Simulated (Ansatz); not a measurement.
Consider NOSi (doublet).

The calculation's input:

```
crystal:
  periodic: [false, false, false]
  atoms:
    - {symbol: "N", position_ang: [0.000000, 0.000000, -1.604712]}
    - {symbol: O, position_ang: [0.000000, 0.000000, 1.563977]}
    - {symbol: Si, position_ang: [0.000000, 0.000000, 0.040734]}
basis:
  gaussian: {orbitals: def2-TZVPD}
output: {forces: true, orbitals: {seedname: orbitals}}
magnetization: {spin_polarized: true, initial_magnetization: 1}
hamiltonian: {xc: {name: PBE0}}
```

Run with:

```sh
ansatz run input.yaml --threads 1 --pin off --max-ram 2610MiB --events-out events.jsonl --progress --plain --runs-dir runs
```

Geometry: PBE0-D3(BJ)/def2-SVP.

The calculation used Ansatz 0.2.0, isolated molecule in a Gaussian basis; Kohn-Sham density functional theory, functional PBE0.

**Predict the electron density, electron localisation function and spin density between the atoms.**

Si–O (1.52 Å): ρ at the midpoint is about 1.5 e/Å³; the ELF peaks at about 0.80 between the atoms: a short, strongly polar bond.
Si–N (1.65 Å): ρ is about 1.2 e/Å³ halfway; the ELF peaks at about 0.85 between the atoms (a polar covalent bond).
The unpaired spin (1 electron) lies mostly on N1 (about 0.8) and Si3 (about 0.1), in electrons by Hirshfeld's partition.

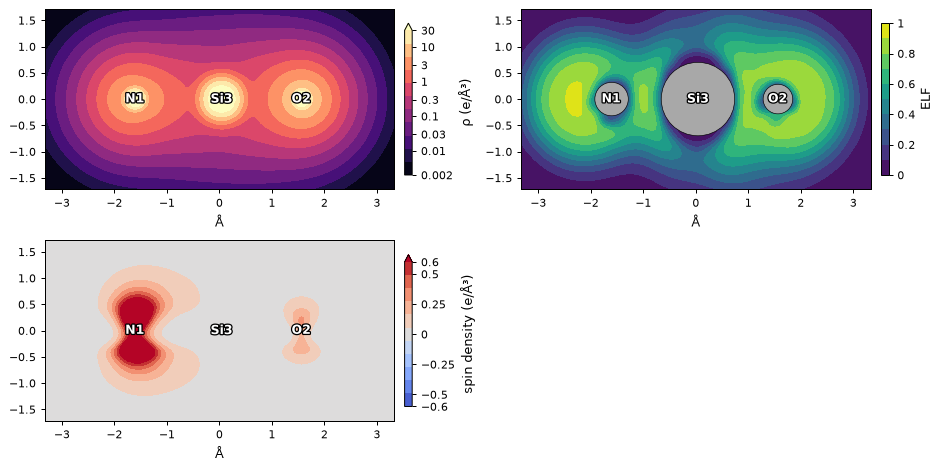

Computed electron density, electron localisation function and spin density on a plane that holds the molecular axis, in this order. Grey discs cover the atomic cores in the ELF map. 
